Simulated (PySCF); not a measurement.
**C6H13PSi: density, localisation and related maps**

Input file:

```
{"job": {"kind": "nmr", "xc": "PBE0", "basis": "pcSseg-1"}, "charge": 0, "multiplicity": 1}
C     -2.142301     1.892329     0.261315
C     -2.806240     0.567421    -0.091175
C     -2.008876    -0.198933    -1.154516
C     -0.705285    -0.588467    -0.659070
C      0.372559    -0.922577    -0.230952
Si     2.023847    -1.341610     0.489651
C      3.374083    -1.141851    -0.836047
P      2.544304     0.016022     2.216975
H     -2.102904     2.544522    -0.609089
H     -2.696532     2.402139     1.045985
H     -1.125525     1.721654     0.609223
H     -2.889604    -0.050135     0.805591
H     -3.814435     0.748680    -0.471044
H     -1.879373     0.428578    -2.041380
H     -2.554759    -1.099443    -1.451297
H      1.972306    -2.715937     1.015182
H      3.195753    -1.806045    -1.675380
H      4.353100    -1.374862    -0.426603
H      3.408859    -0.125335    -1.218286
H      2.155257     1.181926     1.582397
H      1.316846    -0.121132     2.838048
```

Command:

```sh
OMP_NUM_THREADS=1 python probes_run.py task.json out
```

Geometry: GFN2-xTB.

These are results of PySCF 2.14.0, PBE0/pcSseg-1, SCF density, gas phase, non-relativistic, not measurements.

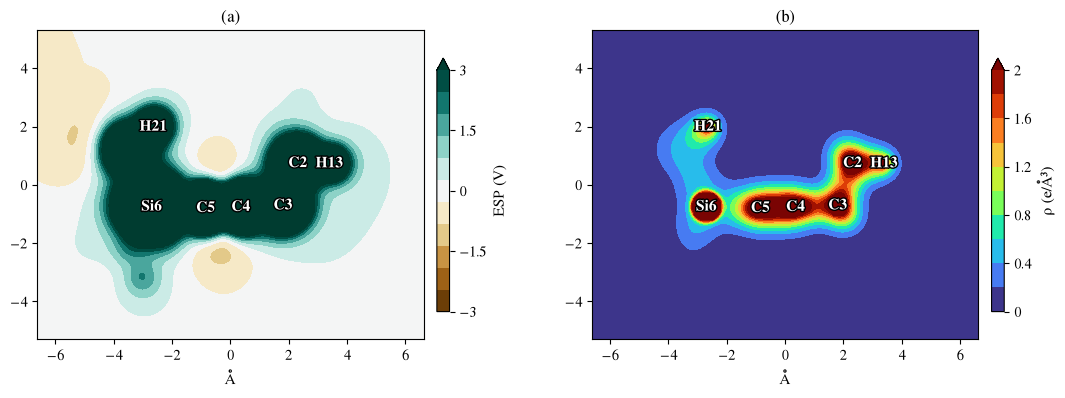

Figure 1. (a) electrostatic potential; (b) electron density on the plane of atoms C2, C3 and C4.

Describe what can be read from this map.

The section cuts through C, Si and H sites. C–C (1.21 Å): ρ is about 2.7 e/Å³ halfway. C–Si (1.85 Å): ρ at the midpoint is about 0.92 e/Å³. C–H (1.09 Å): ρ at the midpoint is about 2 e/Å³. Outside the dense part of the molecule the potential is most negative (−1.0 V) near C5.

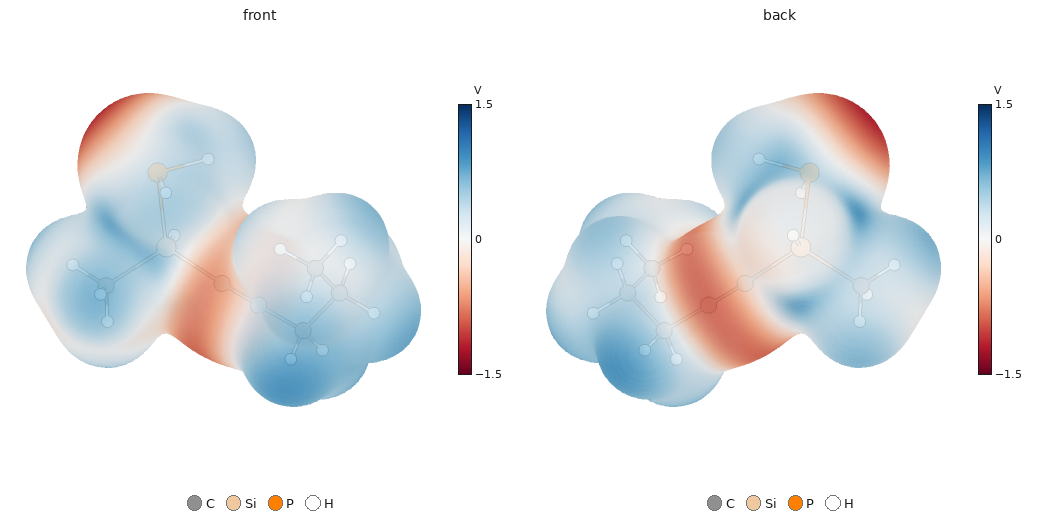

Figure 2. The electrostatic potential painted on the density surface at 0.002 e/bohr³, seen from the front and from behind; the colour scale runs from red (negative) to blue (positive).

Where is the surface potential most negative and most positive?

The most negative region (about −1.1 V, or −25 kcal/mol for a unit charge) lies over P8, the most positive (about +0.9 V, or +21 kcal/mol for a unit charge) over Si6, H14 and H15.
